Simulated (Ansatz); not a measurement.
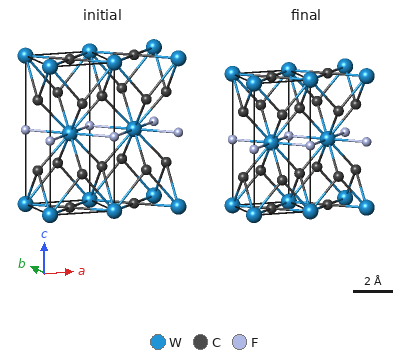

The structure of solid W2C5F (a generated structure, set up in P4/mmm) (coarse preliminary run) before (left) and after (right) a relaxation, at one scale.

Style: ball-and-stick. Shown: the cell of the calculation, repeated 2 × 1 × 1 with one cell outlined, slightly off an axis.

Level of theory: DFT PBE, scalar-relativistic, plane waves, PAW in Ansatz 0.2.0. Settings: plane-wave cutoff 420 eV; k-point mesh 6 × 6 × 2; occupations gaussian; smearing width 0.1 eV; no spin polarisation; cell and atoms relaxed; force threshold 0.04 eV/Å; at most 70 steps.

Question: Summarise the run.

Answer: The largest moves relative to the cell, 0.078 Å, are those of C atoms. W and F stay in place. Cell: a = b 3.598 → 3.155 Å (−12.3 %), c 7.889 → 6.995 Å (−11.3 %). Volume −31.8 %. Near-neighbour distances that change, for instance: W–W 3.598 → 3.155 Å, C–W 2.742 → 2.361 Å, C–W 2.544 → 2.231 Å, F–W 2.544 → 2.231 Å. Among the angles between lasting bonds that change: W–C–W 87.6° → 84.4°. The space group stays P4/mmm (No. 123). After 5 accepted moves (7 points after the start) the energy has fallen by 6.498 eV per cell of the calculation. Largest force component: 0.094 eV/Å at the start, 0.005 eV/Å at the end. Pressure: −44.98 GPa at the start and 0.03 GPa at the end. At 2 points the geometry stayed and the basis and grid were re-selected for the new cell (energy shift of 19.1 meV per cell of the calculation at most each time).

Limits of the set-up: the k-point mesh is coarse for a cell with partly filled bands.
